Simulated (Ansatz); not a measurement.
Base system: CdSe in the zinc blende structure (space group F-43m, No. 216; a = 6.007 Å). Axes: x, y, z lie along the cube axes.

One thing is altered: the cell is compressed by 0.50 % along z with no lateral relaxation; the atoms relax in the strained cell.

Calculations: Ansatz (a program for electronic structure), LDA, PAW, cutoff 420 eV, spin-orbit coupling left out.

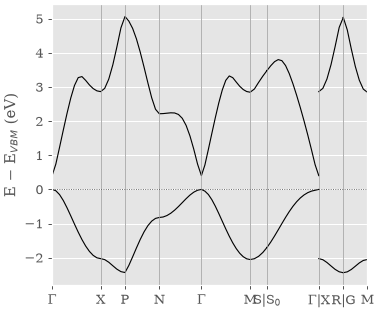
Figure. Highest valence and lowest conduction band along the path of the changed cell's own zone

**Question.** Read the changed gap and its character from the plot.

**Answer.** About 0.4 eV, direct at Γ.

Whether these cells are dynamically stable was not tested. k-point labels follow each cell's own Brillouin zone.
